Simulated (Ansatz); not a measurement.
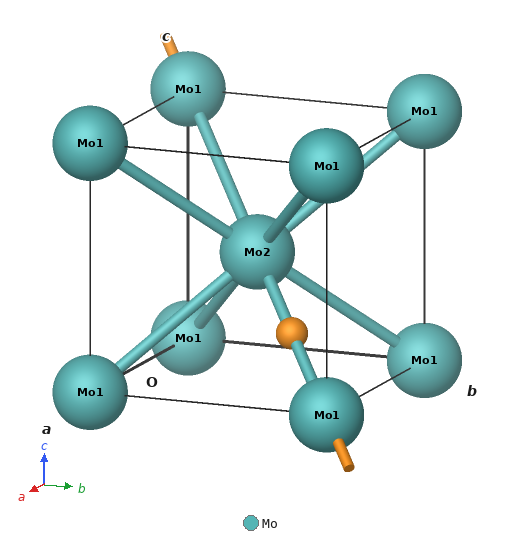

Crystal: Mo, the input geometry of an electronic-structure calculation (not necessarily at equilibrium). The coloured rod is the axis of a symmetry operation of the crystal, the small sphere its inversion point. Geometry calculated from the standardised cell; symmetry tolerance 0.002 Å.

a = 3.161 Å, b = 3.161 Å, c = 3.161 Å, α = 90.00°, β = 90.00°, γ = 90.00°.

```tsv
atom	x	y	z
Mo1	0.0000	0.0000	0.0000
Mo2	0.5000	0.5000	0.5000
```

Take the operation x, y, z → −y+3/2, z+1/2, x−1/2.

What kind of operation is it, and where does it lie?

Answer. It is a −3 rotoinversion axis with its inversion point at (3/4, 3/4, 1/4), along [−1 −1 1].

Onto which atom does it carry each atom (up to whole multiples of a, b and c)?

Answer. Mo1 → Mo2, Mo2 → Mo1.
